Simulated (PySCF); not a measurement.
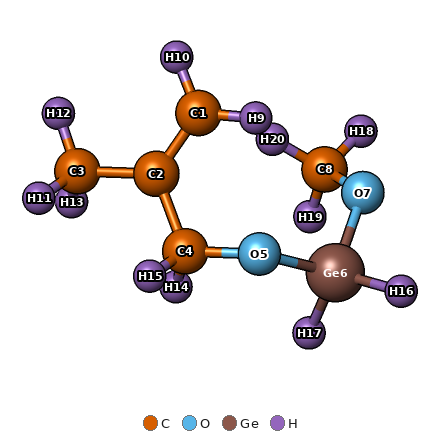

C₅H₁₂GeO₂, SMILES C=C(C)C[O][GeH2][O]C, singlet. Vertical core-electron binding energies by ΔSCF (SCAN, pcX-2 on the ionised atom, pcseg-1 elsewhere, spin-free X2C; PySCF, at a PBE0-D3(BJ)/def2-SVP geometry (no frequency check)), gas phase, against the vacuum level. One atom of each kind was ionised; within a panel, areas follow the number of like atoms, each panel is scaled alone, Gaussians of 1.0 eV full width. Only the regions named are shown. Lines closer than the width merge in the curve.

Predict the C 1s and O 1s photoelectron lines.

```csv
level,atoms,binding energy (eV)
C 1s,C4,292.1
C 1s,C8,292.0
C 1s,C3,290.8
C 1s,C2,290.4
C 1s,C1,289.6
O 1s,O7,537.5
O 1s,O5,537.5
```

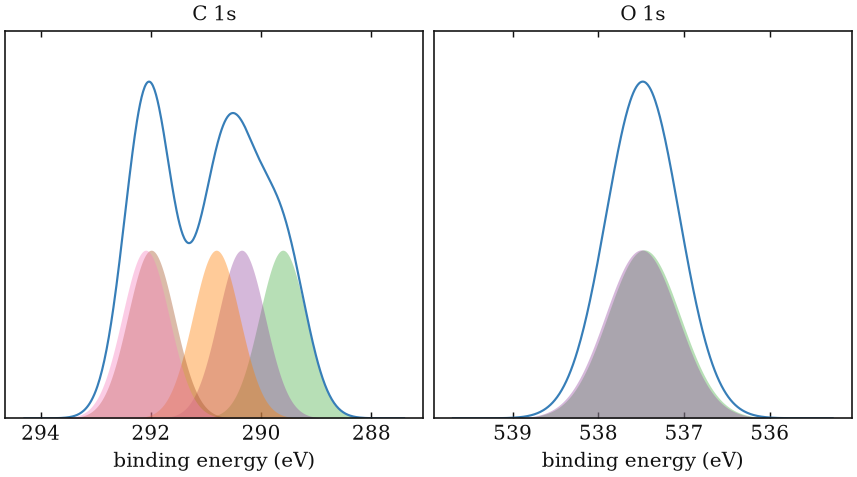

Note: one conformer of a flexible molecule.
